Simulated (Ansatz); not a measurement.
**Fields on a plane of Te (trigonal-Te type, space group P3_121)**

```xyz
3
Lattice="4.6241 0.0000 0.0000 -2.3121 4.0046 0.0000 0.0000 0.0000 5.9034" Properties=species:S:1:pos:R:3 pbc="T T T"
Te     1.1715     0.0000     1.9678
Te    -0.5858     1.0146     3.9356
Te     1.7263     2.9900     0.0000
```

The slice is a (0001) plane (indices of the conventional cell) through the point (0.253, 0.000, 0.333) (fractional), spanned by u = [110] and v = [1 -1 0] in vectors of this cell: u (4.62 Å) and v (8.01 Å, at 90° to u). It covers one period; positions are fractions (u, v).

Atoms on it: Te at (0.00, 0.00); Te at (0.50, 0.50).

Computed with r2SCAN (plane waves to 500 eV, PAW, scalar-relativistic; Ansatz, a program for electronic structure). k mesh 8×8×6. These are valence fields of a PAW run, semicore shells included where kept as valence: close to a nucleus they are smooth pseudo fields. Spin-orbit coupling is left out, though Te is heavy. Te was relaxed with its symmetry unable to fall.

```
|xxxx03799998620xxx|
|xxxx04899998730xxx|
|xxx0268999987500xx|
|000158999998864000|
|013579999999886420|
|567899999999988765|
|788999999999999887|
|889999999999999998|
|999999998888999999|
|999999876667889999|
|999998642113578999|
|999985200000157999|
|9998620xxxxx016899|
|999840xxxxxxx04799|
|999720xxxxxxx03799|
|998610xxxxxxx02799|
|998620xxxxxxx03799|
|998730xxxxxxx04899|
|9987500xxxxx026899|
|998864000000158999|
|999886420013579999|
|999988765567899999|
|999999887788999999|
|999999998889999999|
|888999999999999998|
|667889999999999876|
|113578999999998642|
|000157999999985200|
|xxx0168999998620xx|
|xxxx04799999840xxx|
|xxxx03799999720xxx|
|xxxx02799998610xxx|
```
Scale: ten equal steps from -4.00 (start of '0') to 4.15 (end of '9'), in the order '0123456789'. Values: electrostatic potential energy of an electron, from the cell's mean, in eV. The map has 18 points along u (one character each, u = 0 at the left) and 32 along v (v = 0 in the bottom row). Points within 1 Å of a nucleus are blanked (x), as the pseudised field means little there. Values under -4 eV are set to -4. The zero, the cell's mean, hangs on the PAW cores.

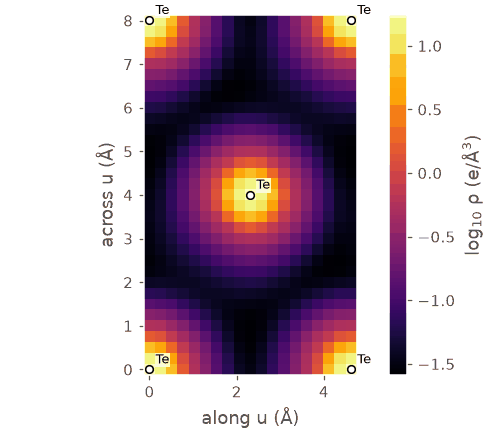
*Log₁₀ of the valence density in e/Å³, one period of the plane, atoms marked. The scale is logarithmic, as a density can span decades between atoms and voids.*
